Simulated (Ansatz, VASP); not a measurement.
## CaO: VASP beside Ansatz

Aim: how closely do two programs agree when they are given the same cell, functional and k mesh?

Main program and level: Ansatz 0.2.0; plane waves, with VASP 6.6.1 beside it; band structure at r2SCAN-EpsX.

## Step 1: The starting structure

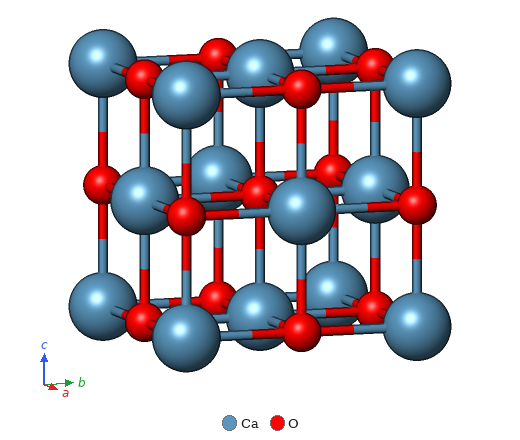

The starting structure, seen slightly off an axis (calcium blue, oxygen red). This picture shows the conventional cell, with its axes. Some periodic images of atoms are drawn too.

## Step 2: VASP: band structure, r2SCAN-EpsX

Levels along a path test the potential and the projectors away from the mesh points.

Lines of VASP's logs that name or quote its potential files are left out, and so is its time.

Contents of INCAR:

```
SYSTEM = CaO
PREC = Accurate
ENCUT = 460
EDIFF = 1E-06
NELM = 100
ISMEAR = 0
SIGMA = 0.03
LREAL = .FALSE.
ALGO = Normal
LHFCALC = .TRUE.
AEXX = 0.26
METAGGA = R2SCAN
LASPH = .TRUE.
NBANDS = 14
PRECFOCK = Fast
HFRCUT = -1
LORBIT = 11
LWAVE = .FALSE.
LCHARG = .FALSE.
KPAR = 4
```

Contents of POSCAR:

```
CaO
1.0
    0.0000000000      2.4087000000      2.4087000000
    2.4087000000      0.0000000000      2.4087000000
    2.4087000000      2.4087000000      0.0000000000
Ca O
1 1
Direct
    0.0000000000      0.0000000000      0.0000000000
    0.5000000000      0.5000000000      0.5000000000
```

Contents of KPOINTS:

```
Automatic mesh
0
Gamma
5 5 5
0 0 0
```

Contents of KPOINTS_OPT:

```
Line mode
10
Line-mode
Reciprocal
  0.00000000   0.00000000   0.00000000 GAMMA
  0.50000000   0.00000000   0.50000000 X

  0.50000000   0.00000000   0.50000000 X
  0.50000000   0.25000000   0.75000000 W

  0.50000000   0.25000000   0.75000000 W
  0.37500000   0.37500000   0.75000000 K

  0.37500000   0.37500000   0.75000000 K
  0.00000000   0.00000000   0.00000000 GAMMA

  0.00000000   0.00000000   0.00000000 GAMMA
  0.50000000   0.50000000   0.50000000 L

  0.50000000   0.50000000   0.50000000 L
  0.62500000   0.25000000   0.62500000 U

  0.62500000   0.25000000   0.62500000 U
  0.50000000   0.25000000   0.75000000 W

  0.50000000   0.25000000   0.75000000 W
  0.50000000   0.50000000   0.50000000 L

  0.50000000   0.50000000   0.50000000 L
  0.37500000   0.37500000   0.75000000 K

  0.62500000   0.25000000   0.62500000 U
  0.50000000   0.00000000   0.50000000 X
```

Potentials, in the order of the species: Ca_sv and O (PBE family, release 64).

Command:

```bash
> mpirun -np 4 vasp_std
```

Numbers of over 12 decimals in the logs are rounded to 6 here.

The log of the run:

```text
[banner, memory and clock lines left out]
running    4 mpi-ranks, on    1 nodes
 distrk:  each k-point on    1 cores,    4 groups
 distr:  one band on    1 cores,    1 groups

 POSCAR found type information on POSCAR CaO
 POSCAR found :  2 types and       2 ions
|                                                                             |
|               ----> ADVICE to this user running VASP <----                  |
|                                                                             |
|     You enforced a specific xc type in the INCAR file but a different       |
|     [... a line on the potential file left out ...]
|     I HOPE YOU KNOW WHAT YOU ARE DOING!                                     |
|                                                                             |

 LDA part: xc-table for (None), standard interpolation
 found WAVECAR, reading the header
 POSCAR, INCAR and KPOINTS ok, starting setup
 FFT: planning ... GRIDC
 FFT: planning ... GRID_SOFT
 FFT: planning ... GRID
 HFRCUT set to (new)   9.413111
 reading WAVECAR
 the WAVECAR file was read successfully
 initial charge from wavefunction
 entering main loop
       N       E                     dE             d eps       ncg     rms          rms(c)
DAV:   1    -0.205583187174E+02   -0.20558E+02   -0.75684E-01   296   0.111E+01    0.137E+00
DAV:   2    -0.205178015817E+02    0.40517E-01   -0.12714E-01   304   0.423E+00    0.557E-01
DAV:   3    -0.205161258936E+02    0.16757E-02   -0.39134E-02   310   0.178E+00    0.459E-01
DAV:   4    -0.205162349494E+02   -0.10906E-03   -0.27360E-03   330   0.539E-01    0.288E-01
DAV:   5    -0.205153945107E+02    0.84044E-03   -0.17459E-03   286   0.392E-01    0.112E-01
DAV:   6    -0.205153537734E+02    0.40737E-04   -0.23074E-04   316   0.143E-01    0.582E-02
DAV:   7    -0.205152916475E+02    0.62126E-04   -0.20096E-05   324   0.621E-02    0.362E-02
DAV:   8    -0.205152819602E+02    0.96873E-05   -0.13588E-05   318   0.376E-02    0.242E-02
DAV:   9    -0.205152793794E+02    0.25809E-05   -0.32546E-06   280   0.201E-02    0.141E-02
DAV:  10    -0.205152786760E+02    0.70334E-06   -0.16566E-06   268   0.134E-02
   1 F= -.20515279E+02 E0= -.20515279E+02  d E =-.986127E-39
 Start KPOINTS_OPT (optional k-point list driver)
k-point batch [1-10\100]
       N       E                     dE             ncg
DAV:   1    -0.806218051699E+03   -0.36168E+04      280
DAV:   2    -0.223115873152E+04   -0.14249E+04      340
DAV:   3    -0.231963980348E+04   -0.88481E+02      324
DAV:   4    -0.232198670874E+04   -0.23469E+01      398
DAV:   5    -0.232203107817E+04   -0.44369E-01      356
DAV:   6    -0.232203192883E+04   -0.85066E-03      390
DAV:   7    -0.232203195439E+04   -0.25556E-04      340
DAV:   8    -0.232203195482E+04   -0.42604E-06      200
[...]
k-point batch [91-100\100]
       N       E                     dE             ncg
DAV:   1    -0.921535206972E+03   -0.73297E+04      280
DAV:   2    -0.227542483601E+04   -0.13539E+04      310
DAV:   3    -0.234819842409E+04   -0.72774E+02      382
DAV:   4    -0.235098535422E+04   -0.27869E+01      424
DAV:   5    -0.235105993326E+04   -0.74579E-01      402
DAV:   6    -0.235106239648E+04   -0.24632E-02      484
DAV:   7    -0.235106250897E+04   -0.11249E-03      424
DAV:   8    -0.235106251024E+04   -0.12707E-05      332
DAV:   9    -0.235106251034E+04   -0.97177E-07      296
```

From OUTCAR (step 2):

```text
ion  position               nearest neighbor table
   1  0.000  0.000  0.000-   2 2.41   2 2.41   2 2.41   2 2.41   2 2.41   2 2.41
   2  0.500  0.500  0.500-   1 2.41   1 2.41   1 2.41   1 2.41   1 2.41   1 2.41

  LATTYP: Found a face centered cubic cell.
 ALAT       =     4.8174000000

 Subroutine GETGRP returns: Found 48 space group operations
 (whereof 48 operations were pure point group operations)

The static configuration has the point symmetry O_h .

 Found     10 irreducible k-points:

   k-points           NKPTS =     10   k-points in BZ     NKDIM =    125   number of bands    NBANDS=     14

   dimension x,y,z NGX =    24 NGY =   24 NGZ =   24
   dimension x,y,z NGXF=    48 NGYF=   48 NGZF=   48

   ENCUT  =  460.0 eV  33.81 Ry    5.81 a.u.   5.96  5.96  5.96*2*pi/ulx,y,z

   NELECT =      16.0000    total number of electrons

 k-points in reciprocal lattice and weights: Automatic mesh
   0.00000000  0.00000000  0.00000000       0.008
   0.20000000  0.00000000  0.00000000       0.064
   0.40000000  0.00000000  0.00000000       0.064
   0.20000000  0.20000000  0.00000000       0.048
   0.40000000  0.20000000  0.00000000       0.192
  -0.40000000  0.20000000  0.00000000       0.192
  -0.20000000  0.20000000  0.00000000       0.096
   0.40000000  0.40000000  0.00000000       0.048
  -0.40000000  0.40000000  0.00000000       0.096
  -0.40000000  0.40000000  0.20000000       0.192

  exchange ACFDT corr.  =         0.00000000  see jH, gK, PRB 81, 115126

 average (electrostatic) potential at core
       1 -41.0858       2 -65.6527

 E-fermi :   0.8383

 k-point     1 :       0.0000    0.0000    0.0000
  band No.  band energies     occupation
    ...
      4     -19.3303      2.00000
      5     -17.1245      2.00000
      6       0.5666      2.00000
      7       0.5666      2.00000
      8       0.5667      2.00000
      9       8.0025      0.00000
     10      10.0385      0.00000
     11      10.0386      0.00000
     12      10.0386      0.00000
     13      11.7434      0.00000
    ...

 k-point     2 :       0.2000    0.0000    0.0000
  band No.  band energies     occupation
    ...
      4     -19.3477      2.00000
      5     -16.5017      2.00000
      6      -0.6070      2.00000
      7       0.0801      2.00000
      8       0.0802      2.00000
      9       9.5555      0.00000
     10       9.9829      0.00000
     11      10.7635      0.00000
     12      10.7635      0.00000
     13      12.6927      0.00000
    ...

 k-point     3 :       0.4000    0.0000    0.0000
  band No.  band energies     occupation
    ...
      4     -19.3746      2.00000
      5     -15.7808      2.00000
      6      -2.0399      2.00000
      7      -0.5911      2.00000
      8      -0.5910      2.00000
      9      10.5724      0.00000
     10      11.6837      0.00000
     11      12.2034      0.00000
     12      12.2034      0.00000
     13      14.4216      0.00000
    ...

  energy-cutoff  :      460.00
  volume of cell :       27.95
      direct lattice vectors                 reciprocal lattice vectors
     0.000000000  2.408700000  2.408700000    -0.207580853  0.207580853  0.207580853
     2.408700000  0.000000000  2.408700000     0.207580853 -0.207580853  0.207580853
     2.408700000  2.408700000  0.000000000     0.207580853  0.207580853 -0.207580853

 POSITION                                       TOTAL-FORCE (eV/Angst)
 -----------------------------------------------------------------------------------
      0.00000      0.00000      0.00000        -0.000000     -0.000000     -0.000000
      2.40870      2.40870      2.40870         0.000000      0.000000      0.000000
 -----------------------------------------------------------------------------------
    total drift:                                0.000000     -0.000000      0.000000

  FREE ENERGIE OF THE ION-ELECTRON SYSTEM (eV)
  ---------------------------------------------------
  free  energy   TOTEN  =       -20.5152786760 eV

  energy  without entropy=      -20.5152786760  energy(sigma->0) =      -20.51527868

 total charge
# of ion       s       p       d       tot
------------------------------------------
    1        2.034   5.885   0.243   8.161
    2        1.562   3.503   0.000   5.066
--------------------------------------------------
tot          3.596   9.388   0.243  13.226

[... 3 further parts left out ...]
```

(Part 1 of 2 ends here.)

[Lines on the potential files, build, host, timing and source positions are cut from VASP's logs without a mark.]

[Logs are printed without paths, hosts, clocks, repeated set-up lines and the standing remarks that a program may print on its own settings, such as how far it seeks lower states.]

[Hosts, paths, dates, database ids (printed as entryN), source tags and the programs' standing remarks are cut or masked in the printed files.]
